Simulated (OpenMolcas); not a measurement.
Run report: Co²⁺ complex, multiconfigurational calculation (part 2 of 2)

The same run, continued: Co²⁺ with 6 ligands (NH3; octahedron, 2.13 Å), with no charges around it. Method: state-averaged CASSCF, active space 7 electrons in the shell 3d, basis ANO-RCC-VTZP on the metal and ANO-RCC-VDZP on the ligands, DKH2 scalar Hamiltonian, spin-orbit coupling by RASSI with atomic mean-field integrals (OpenMolcas).

### Output (extracts), continued
```
--- RASSI ---
SPIN-FREE ENERGIES:
  (Shifted by EMIN (a.u.) =      -1729.0124235918)

 SF State       Relative EMIN(au)   Rel lowest level(eV)    D:o, cm**(-1)

     1             0.0000000000        0.0000000000              0.0000
     2             0.0000000000        0.0000000000              0.0000
     3             0.0003193275        0.0086893452             70.0843
     4             0.0406524198        1.1062086967           8922.1748
     5             0.0406524198        1.1062086967           8922.1748
     6             0.0408463988        1.1114871343           8964.7483
    11             0.0535736395        1.4578129960          11758.0548
    12             0.0535736395        1.4578129960          11758.0548
     7             0.0878317140        2.3900226952          19276.8331
    13             0.0891685611        2.4264001578          19570.2371
    14             0.0891685611        2.4264001578          19570.2371
    15             0.0893187921        2.4304881520          19603.2090
    16             0.0909894396        2.4759487856          19969.8737
    17             0.0910227614        2.4768555169          19977.1870
    18             0.0910227614        2.4768555169          19977.1870
     9             0.1157955331        3.1509569754          25414.1819
     8             0.1157955331        3.1509569754          25414.1819
    10             0.1160835262        3.1587936671          25477.3891
    19             0.1166049841        3.1729832595          25591.8359
    20             0.1166641354        3.1745928490          25604.8181
    21             0.1166641354        3.1745928490          25604.8181
    22             0.1223875981        3.3303362050          26860.9730
    23             0.1362852390        3.7085102771          29911.1526
    24             0.1362852390        3.7085102771          29911.1526
    25             0.1364146046        3.7120304949          29939.5451
    26             0.1428964146        3.8884095322          31362.1379
    27             0.1429450246        3.8897322753          31372.8066
    28             0.1429450246        3.8897322753          31372.8066
    29             0.1532229127        4.1694078584          33628.5423
    30             0.1532229127        4.1694078584          33628.5423
    31             0.1701759687        4.6307240144          37349.3080
    32             0.1701984728        4.6313363806          37354.2471
    33             0.1701984728        4.6313363806          37354.2471
    34             0.1761626478        4.7936298522          38663.2322
    35             0.1761626478        4.7936298522          38663.2322
    36             0.1762906774        4.7971137136          38691.3314
    37             0.1796697657        4.8890633915          39432.9556
    38             0.1796697657        4.8890633915          39432.9556
    39             0.2152390923        5.8569540751          47239.5204
    40             0.2152957431        5.8584956238          47251.9539
Eigenvalues of complex Hamiltonian:
   -----------------------------------
  (Shifted by EMIN (a.u.) =      -1729.0124235918)

 SO State       Relative EMIN(au)   Rel lowest level(eV)    D:o, cm**(-1)

     1            -0.0028997293        0.0000000000              0.0000
     2            -0.0028997293        0.0000000000              0.0000
     3            -0.0013729901        0.0415446901            335.0805
     4            -0.0013729901        0.0415446901            335.0805
     5            -0.0012031076        0.0461674282            372.3654
     6            -0.0012031076        0.0461674282            372.3654
     7             0.0012999769        0.1142798260            921.7290
     8             0.0012999769        0.1142798260            921.7290
     9             0.0013636360        0.1160120797            935.7005
    10             0.0013636360        0.1160120797            935.7005
    11             0.0017412836        0.1262883940           1018.5846
    12             0.0017412836        0.1262883940           1018.5846
    13             0.0400595488        1.1689815100           9428.4717
    14             0.0400595488        1.1689815100           9428.4717
    15             0.0402421992        1.1739516788           9468.5588
    16             0.0402421992        1.1739516788           9468.5588
    17             0.0402563224        1.1743359913           9471.6585
    18             0.0402563224        1.1743359913           9471.6585
    19             0.0407043422        1.1865272321           9569.9875
    20             0.0407043422        1.1865272321           9569.9875
    21             0.0408300422        1.1899477015           9597.5755
    22             0.0408300422        1.1899477015           9597.5755
    23             0.0416344938        1.2118379447           9774.1322
    24             0.0416344938        1.2118379447           9774.1322
    25             0.0535090281        1.5349604852          12380.2912
    26             0.0535090281        1.5349604852          12380.2912
    27             0.0535133460        1.5350779799          12381.2389
    28             0.0535133460        1.5350779799          12381.2389
    29             0.0873548280        2.4559516182          19808.5857
    30             0.0873548280        2.4559516182          19808.5857
    31             0.0873887668        2.4568751400          19816.0344
    32             0.0873887668        2.4568751400          19816.0344
    33             0.0882354324        2.4799140839          20001.8560
    34             0.0882354324        2.4799140839          20001.8560
    35             0.0883056115        2.4818237565          20017.2586
    36             0.0883056115        2.4818237565          20017.2586
    37             0.0903482758        2.5374074830          20465.5715
    38             0.0903482758        2.5374074830          20465.5715
    39             0.0913249050        2.5639829180          20679.9169
    40             0.0913249050        2.5639829180          20679.9169
    41             0.0913510416        2.5646941306          20685.6532
Weights of the five most important spin-orbit-free states for each spin-orbit state.

 SO State  Total energy (au)           Spin-free states, spin, and weights
 -------------------------------------------------------------------------------------------------------
    1        -0.002900       1 1.5  0.3504    2 1.5  0.3504    3 1.5  0.2972   22 0.5  0.0006    6 1.5  0.0003
    2        -0.002900       1 1.5  0.3504    2 1.5  0.3504    3 1.5  0.2972   22 0.5  0.0006    6 1.5  0.0003
    3        -0.001373       2 1.5  0.4706    1 1.5  0.4706    3 1.5  0.0540    4 1.5  0.0012    5 1.5  0.0012
    4        -0.001373       2 1.5  0.4706    1 1.5  0.4706    3 1.5  0.0540    4 1.5  0.0012    5 1.5  0.0012
    5        -0.001203       3 1.5  0.5501    1 1.5  0.2225    2 1.5  0.2225    4 1.5  0.0013    5 1.5  0.0013
    6        -0.001203       3 1.5  0.5501    1 1.5  0.2225    2 1.5  0.2225    4 1.5  0.0013    5 1.5  0.0013
    7         0.001300       1 1.5  0.4184    2 1.5  0.4184    3 1.5  0.1539    4 1.5  0.0030    5 1.5  0.0030
    8         0.001300       1 1.5  0.4184    2 1.5  0.4184    3 1.5  0.1539    4 1.5  0.0030    5 1.5  0.0030
    9         0.001364       3 1.5  0.4423    2 1.5  0.2739    1 1.5  0.2739    6 1.5  0.0043   11 0.5  0.0015
   10         0.001364       3 1.5  0.4423    2 1.5  0.2739    1 1.5  0.2739    6 1.5  0.0043   11 0.5  0.0015
   11         0.001741       3 1.5  0.4915    1 1.5  0.2533    2 1.5  0.2533    6 1.5  0.0005    5 1.5  0.0004
   12         0.001741       3 1.5  0.4915    1 1.5  0.2533    2 1.5  0.2533    6 1.5  0.0005    4 1.5  0.0004
```

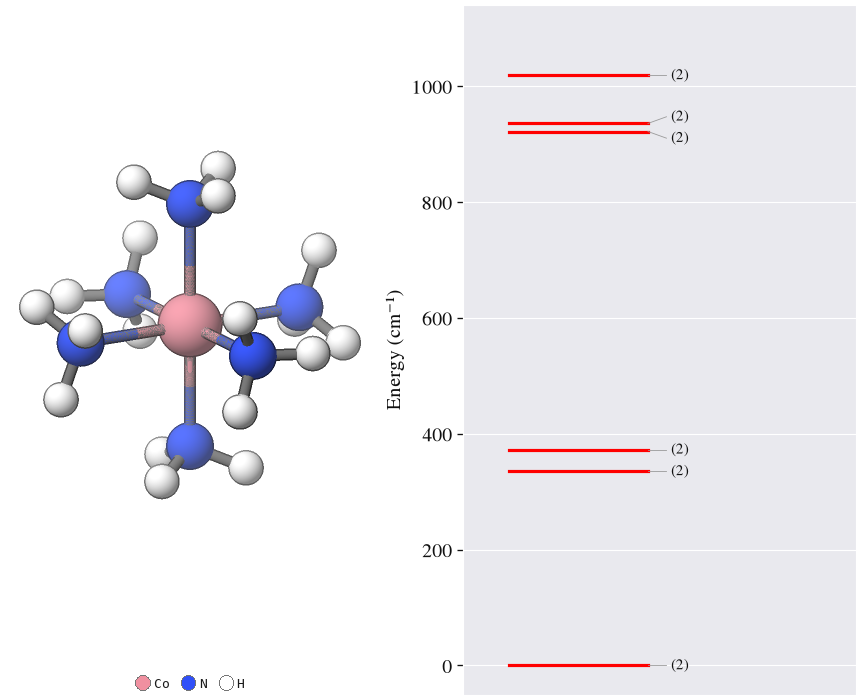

**Figure 1.** Co²⁺ (3d⁷) with 6 ligands, NH₃, at 2.13 Å (arrangement: octahedron, Ci), and its levels. Labels give the representation in O, Td, D4 or D3 as the site allows (double group for half-integer spin) where it could be assigned and, in brackets, the degeneracy; spin-free states, where drawn, share the zero of the spin-orbit levels. The ground level is a Kramers doublet, 100 % from states of spin multiplicity 4. Its principal g values are 4.24, 4.24 and 4.67. The next level lies at 335 cm⁻¹. The active orbitals hold 93 to 98 % metal character (Löwdin), and the Mulliken charge of the metal is +1.61.

### Summary

```
                                 quantity                                                                 value
                                  outcome                                                             converged
      energy of the lowest spin-free term                                                   −1729.01242 hartree
    energy of the lowest spin-orbit level                                                   −1729.01532 hartree
largest spread among components of a term                                                              0.0 cm⁻¹
                                 hardware  1 thread of Arm Neoverse V2, 24 GiB of memory available, shared host
                                wall time                                                                  62 s
                              peak memory                                                               0.2 GiB
```

### Remarks

Without dynamic correlation the splittings between terms come out too large, often by 20 to 50 %. Limits: orbital doublet at a regular site, Jahn-Teller distortion not allowed for; small active space favours high spin, ground spin may be wrong; distances are set from ionic radii, not optimised.
